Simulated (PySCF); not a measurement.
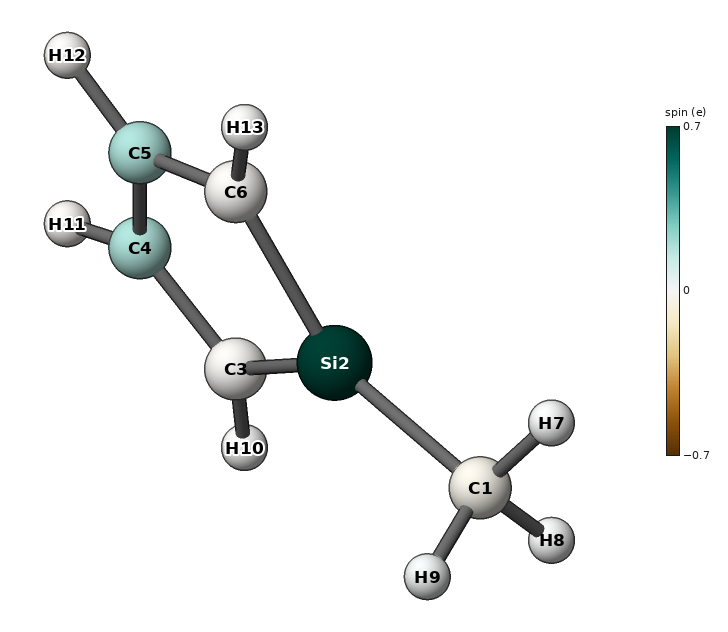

Atoms are coloured by their Mulliken spin populations. State: neutral, doublet. Computed geometry: GFN2-xTB optimisation. No frequency run is at hand to confirm it as a minimum. Method: UKS B3LYP, pcH-1 on C H Si, non-relativistic (PySCF 2.14.0).

Give the Mulliken spin populations atom by atom.

```tsv
atom	value (e)
C1	−0.04
Si2	0.69
C3	−0.01
C4	0.19
C5	0.19
C6	−0.01
H7	0.00
H8	0.00
H9	0.01
H10	0.00
H11	−0.01
H12	−0.01
H13	0.00
```

Mulliken values depend strongly on the basis set. The geometry is semi-empirical. Around Si such bond lengths and angles can be off by a tenth of an ångström or more and by several degrees, and values that hang on the shape move with them.
